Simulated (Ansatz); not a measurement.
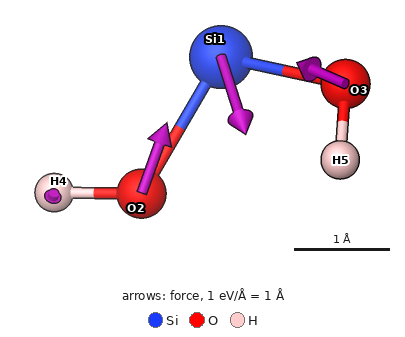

Starting geometry of SiH2O2 with the computed forces as purple arrows. The picture is a ball-and-stick view, seen at a tilt.

It is one of the separated reactants of a reaction.

All numbers below come from Ansatz 0.2.0, RKS PBE0-D4/def2-TZVP. (force threshold 0.005 eV/Å; at most 200 steps)

What follows when this structure is relaxed?

Answer. It isn't relaxed: the largest force vector, on Si1, is 1.09 eV/Å. The final displacements follow the starting forces only in part (cosine between the two patterns 0.35). The energy falls by 0.046 eV in 6 geometry steps. The largest force component goes from 1 to 0.0014 eV/Å. O2 moves most after the best rigid fit: 0.12 Å. By element the largest moves are O 0.12 Å, H 0.10 Å, Si 0.03 Å. Near-neighbour distances that change, for instance: Si1–O2 1.693 → 1.663 Å, Si1–O3 1.669 → 1.642 Å. Among the angles between lasting bonds that change: Si1–O3–H5 115.2° → 117.5°.
